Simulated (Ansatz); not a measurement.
Abstraction of Cl: SiH(CH3)Cl2 + C2HCl2Si → SiH(CH3)Cl + C2HCl3Si

Species: SiH(CH3)Cl2 (methyldichlorosilane), singlet; C2HCl2Si `C#C[Si](Cl)Cl`, doublet; SiH(CH3)Cl, doublet; C2HCl3Si `C#C[Si](Cl)(Cl)Cl`, singlet. A radical takes Cl: the energy is the difference in strength between two Si–Cl bonds in different surroundings.

Shapes, held fixed at every level: PBE0-D4/def2-TZVP. Programs: Ansatz 0.2.0. The zero-point and thermal change to 298 K, harmonic and unscaled (PBE0-D4/def2-TZVP), is -1.5 kJ/mol.

```csv
level,kind,ΔH(298 K) (kJ/mol),less CCSD(T)/CBS estimate
HF/def2-SVP,Hartree–Fock,+10.5,+2.0
HF/def2-TZVPP,Hartree–Fock,+13.0,+4.5
PBE-D4/def2-TZVPP,GGA,+13.2,+4.7
B3LYP-D4/def2-TZVPP,global hybrid,+12.5,+4.0
PBE0-D4/def2-TZVPP,global hybrid,+11.0,+2.5
wB97M-V/def2-TZVPP,range-separated hybrid,+9.7,+1.2
CCSD(T)/def2-TZVPP,coupled cluster or CI,+8.2,-0.3
CCSD(T)/CBS estimate,coupled cluster or CI,+8.5,0.0
```

The highest level, CCSD(T)/CBS estimate, gives ΔH(298 K) = +8.5 kJ/mol; the levels span +8.2 to +13.2. The column of differences is taken from that level and isn't an error. No measured value is set beside it here. Spin contamination: C2HCl2Si (⟨S²⟩ up to 0.80). Open shells run unrestricted. The CBS estimate extrapolates MP2 from def2-TZVPP and def2-QZVPP and adds CCSD(T) − MP2 in the triple-zeta set, cores frozen.

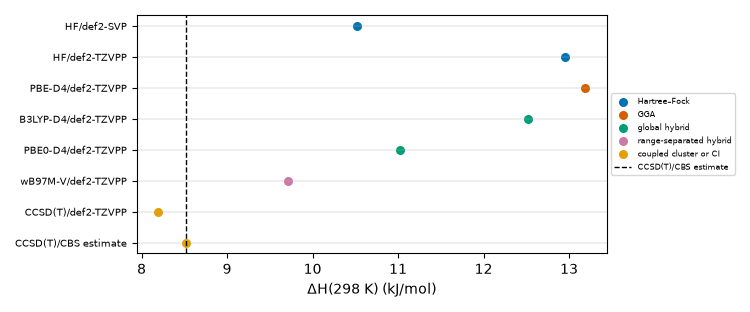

The values of the table, level by level.
